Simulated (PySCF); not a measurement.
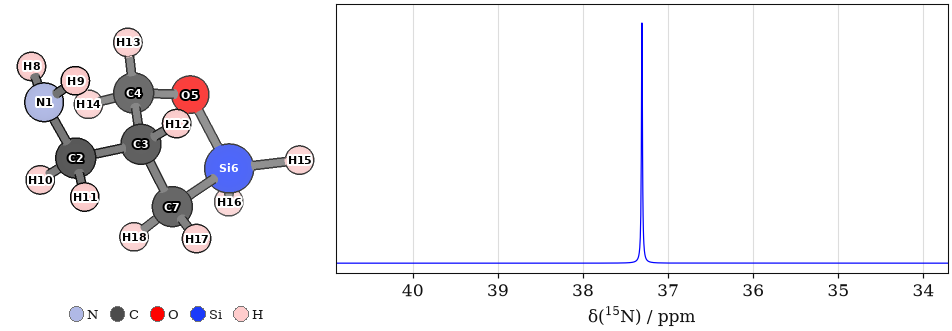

Spectrum and numbered structure of C₄H₁₁NOSi, SMILES NC[C@@H]1CO[SiH2]C1. GIAO shifts, PBE0/pcSseg-1 (IEF-PCM chloroform) with PySCF 2.14.0, at a PBE0-D3(BJ)/def2-SVP geometry (no frequency check), against NH₃ for ¹⁵N computed at the same level (¹⁵N: a single molecule, while the usual scales start at liquid NH₃ or nitromethane; multiply bonded nitrogen can come out tens of ppm too deshielded). fully decoupled, line heights follow the number of nuclei, widths are arbitrary (no quadrupolar broadening); values of one conformer, averaged over nuclei that symmetry, rotation about single bonds or inversion at nitrogen exchange, these motions taken as fast; other conformers aren't averaged in.

**Where does the ¹⁵N line lie?**

At 37.3 ppm (N1).
